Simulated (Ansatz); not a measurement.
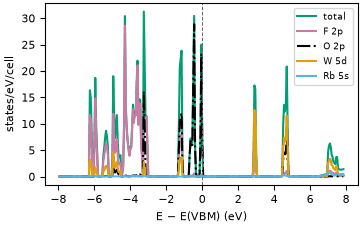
Total and projected density of states of Rb2WO2F4 in space group C2/m (No. 12; Rb on 4i, W on 2a, O on 4i, F on 8j), the program Ansatz at the r²SCAN level (PAW)

Task: Which orbitals carry the states next to the gap?

Result: Top 1 eV of the valence band: O 2p 94 %. Bottom 1 eV of the conduction band: W 5d 73 %, F 2p 24 %. Projections are on Löwdin-orthogonalised atomic valence shells; empty p or d shells of many metals are not among them.

Task: Where is the tallest occupied peak in this window, and what makes it?

Result: Near -3.3 eV, about 31 states/eV per cell; the largest projected share is O 2p.

The workflow started from a Materials Project entry (that database holds measured and hypothetical structures alike); the Crystallography Open Database copy checked does not list it. Whether it is the stable phase at ambient conditions was not checked. The r²SCAN relaxation kept the symmetry of its start; whether a distortion lowers the energy is not shown. No spin polarisation was allowed. No Hubbard U is applied. Scalar-relativistic: spin–orbit coupling is off unless named, which matters more the heavier the elements.

Potentials: the later of the program's two PAW sets.
